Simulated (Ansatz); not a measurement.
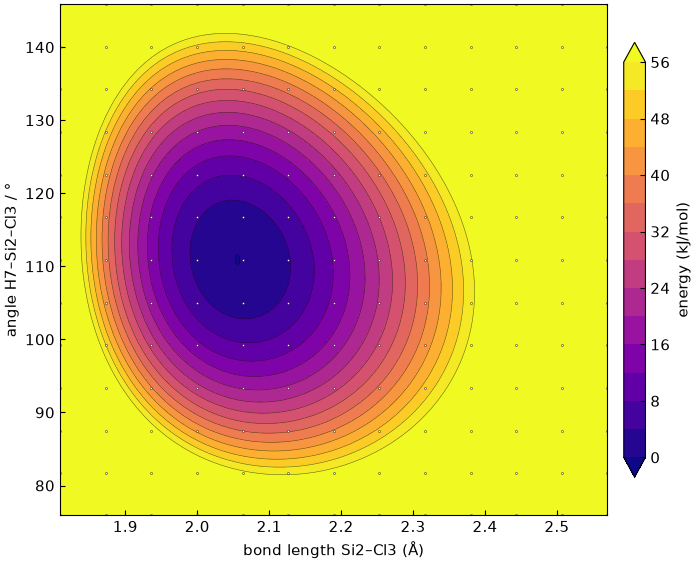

BrClH₃NSi, SMILES N[SiH](Cl)Br. 
- The first coordinate is: bond length Si2–Cl3; the second: angle H7–Si2–Cl3.
- Nothing is relaxed (all other coordinates rigid).
- The grid has 13 × 13 points.
- Points are written as (first, second).
- Energies: kJ/mol, counted from the lowest grid point.
- Computed with RKS PBE-D4/def2-TZVP (Ansatz).

The picture shows filled contours, dots at the grid points, one colour for all values above the top of the scale. Between grid points the surface is interpolated.

**Where is the minimum, and how stiff is the well along each coordinate?**

The interpolated minimum is at bond length Si2–Cl3 ≈ 2.056 Å, angle H7–Si2–Cl3 ≈ 110.9°. The curvatures there are about 17 eV/Å² and 4.2 eV/rad², with a cross term of about 1 eV/(Å·rad). Round the minimum the two coordinates are weakly coupled (coupling 0.12 in units of the two stiffnesses). (1 eV is 96.5 kJ/mol.)
